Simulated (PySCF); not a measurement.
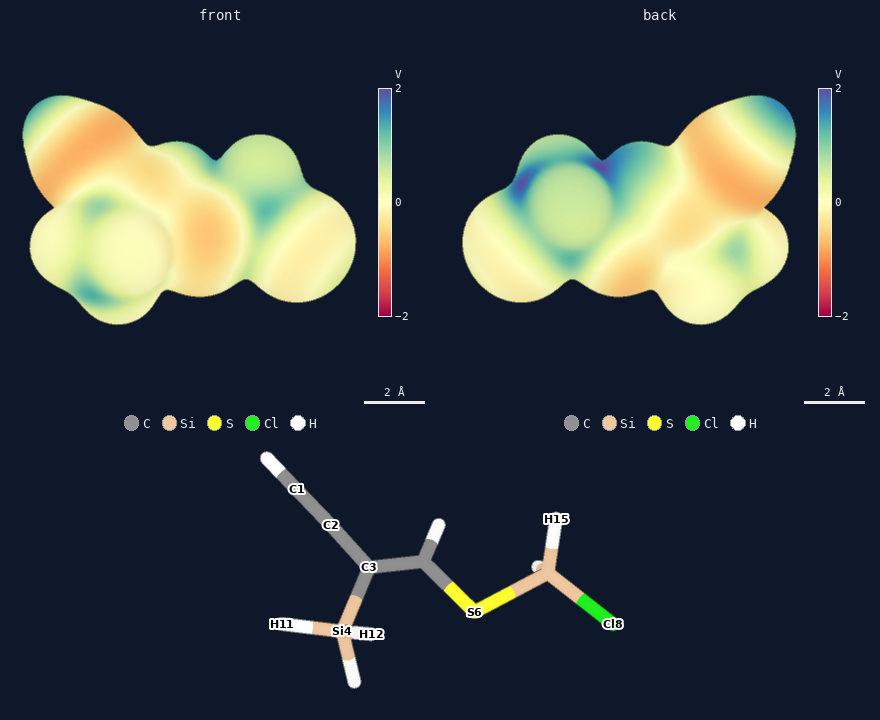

The picture shows: C₄H₇ClSSi₂ (SMILES C#C/C([SiH3])=C/S[SiH2]Cl). The electrostatic potential painted on the density surface at 0.002 e/bohr³, seen from the front and from behind; red is negative and blue positive. The bare structure is drawn below in the same view.

Geometry: GFN2-xTB.

These are results of PBE0/pcSseg-1, SCF density, gas phase, non-relativistic in PySCF 2.14.0, not measurements.

Input file:

```
{"job": {"kind": "nmr", "xc": "PBE0", "basis": "pcSseg-1"}, "charge": 0, "multiplicity": 1}
C     -3.151759     1.379450    -0.376952
C     -2.176639     0.687301    -0.252340
C     -1.063385    -0.159674    -0.096888
Si    -1.357657    -1.998355     0.255355
C      0.165619     0.360175    -0.202115
S      1.616415    -0.609580    -0.022663
Si     3.125538     0.898019    -0.331792
Cl     4.901492     0.001399    -0.149851
H     -4.000211     1.986561    -0.485364
H     -0.738540    -2.780718    -0.815011
H     -2.806445    -2.202772     0.281396
H     -0.761802    -2.324853     1.551072
H      0.337565     1.408244    -0.404352
H      2.951760     1.439625    -1.672154
H      2.953634     1.923167     0.688437
```

Command:

```sh
OMP_NUM_THREADS=1 python probes_run.py task.json out
```

Which sites attract a positive test charge, and which a negative one?

Answer. A positive charge is drawn to the negative regions and a negative charge to the positive ones. The most negative region (about −0.8 V, or −18 kcal/mol for a unit charge) lies over C1 and C2, the most positive (about +1.9 V, or +44 kcal/mol for a unit charge) over Si7.
